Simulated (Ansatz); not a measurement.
## Computed against measured: atomisation enthalpy at 298 K

8 molecules holding an element from Na to Cl; the atomisation enthalpy at 298 K in kJ/mol, computed less measured. Shapes, held fixed at every level: PBE0-D4/def2-TZVP. Flexible molecules stand in one conformer, not always the lowest. Thermal terms are harmonic and unscaled (PBE0-D4/def2-TZVP); the spin-orbit lowering of the free atoms is taken from their spectra. Programs: Ansatz 0.2.0. Measured values: Active Thermochemical Tables, CRC Handbook of Chemistry and Physics, NIST-JANAF tables.

Levels: A = B3LYP-D4/def2-TZVPP; B = B2PLYP/def2-TZVPP; C = CCSD(T)/def2-TZVPP.

```tsv
molecule	from tabulated heats	A	B	C
Cl2 (chlorine)	243	-14	-20	-29
SO2 (sulfur dioxide)	1072	-36	-30	-78
SiCl4 (silicon tetrachloride)	1598	-51	-57	-74
SiH2F2 (SMILES F[SiH2]F)	1836	-41	-41	-64
P4S3 (tetraphosphorus trisulfide)	2248	-53	-143	-257
C2H2Cl4 (1,1,2,2-tetrachloroethane)	2504	-41	-64	-94
C2H3Cl3 (1,1,2-trichloroethane)	2603	-35	-58	-91
C2HCl5 (pentachloroethane)	2400	-49	-73	-100
```

(1) Which level does best on this set, which worst, and which err to one side?

Results:

(1) 
```json
{"level": "B3LYP-D4/def2-TZVPP", "kind": "global hybrid", "mean error": "-40.0", "mean absolute error": "40.0", "worst case": "P4S3"}
{"level": "B2PLYP/def2-TZVPP", "kind": "double hybrid", "mean error": "-60.8", "mean absolute error": "60.8", "worst case": "P4S3"}
{"level": "CCSD(T)/def2-TZVPP", "kind": "coupled cluster or CI", "mean error": "-98.4", "mean absolute error": "98.4", "worst case": "P4S3"}
```

On this set B3LYP-D4/def2-TZVPP has the smallest mean absolute error and CCSD(T)/def2-TZVPP the largest. B3LYP-D4/def2-TZVPP is too low in 8 of 8; B2PLYP/def2-TZVPP is too low in 8 of 8; CCSD(T)/def2-TZVPP is too low in 8 of 8. The heats of C2H2Cl4, C2H3Cl3 come from older tables and can be uncertain by 10 kJ/mol or more. Heats of the atoms come from ATcT where it has them. With so many references in doubt the order of the levels isn't settled. The tabulated values of SiH2F2, P4S3, C2HCl5 are in doubt (older tables, estimates, or at odds with other calculations) and kept here. Over the 5 molecules whose values aren't doubted the mean absolute errors are A 35.4; B 45.8; C 73.2. Correlated wave functions converge slowly with the basis. T1 is large for P4S3 (0.022), so single-reference values are less sure there. The set is small.

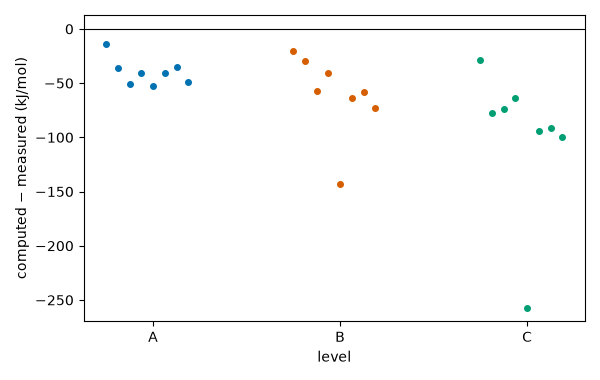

Errors of each level, one point a molecule.
